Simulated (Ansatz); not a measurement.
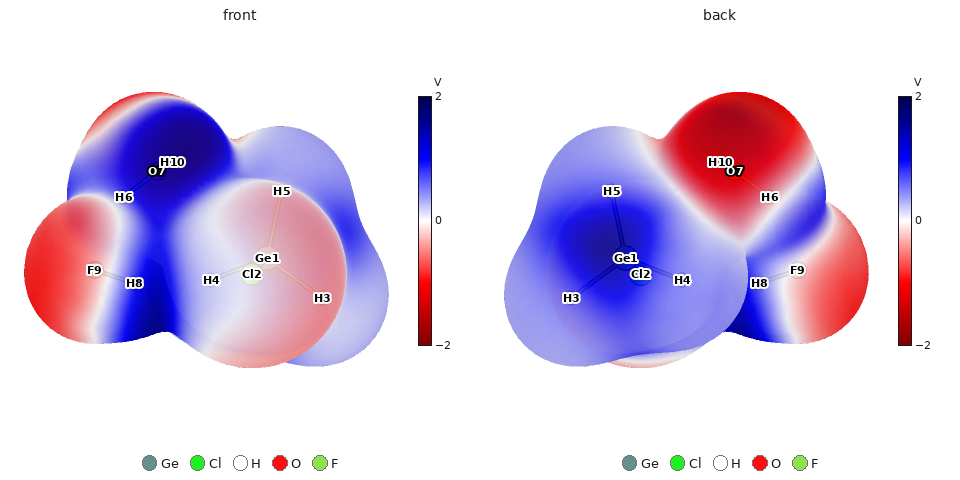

Figure 1: ClGeH3···H2O···HF. The molecular electrostatic potential painted on the density surface at 0.001 e/bohr³, seen from the front and from behind; red is negative and blue positive.

Not at a stationary point (largest force 1.1 eV/Å).

Computed with Ansatz 0.2.0, RKS PBE0/def2-SVP.

```xyz
10

Ge   -1.1299    0.4661   -1.2175
Cl    0.1185   -1.3573   -1.3433
H    -2.2015    0.2359   -2.2956
H    -1.7474    0.5002    0.1809
H    -0.2331    1.6549   -1.5569
H     0.9752    0.4182    1.6481
O     1.1101    1.0522    0.9296
H     0.5084   -1.8746    1.2013
F     0.8053   -1.7145    2.0490
H     1.7945    0.6187    0.4045
```

Which sites attract a positive test charge, and which a negative one?

A positive charge is drawn to the negative regions and a negative charge to the positive ones. The most negative region (about −1.5 V, or −35 kcal/mol for a unit charge) lies over O7, the most positive (about +1.6 V, or +37 kcal/mol for a unit charge) over Ge1, H8 and H10. O7 is the likeliest acceptor of a hydrogen bond.
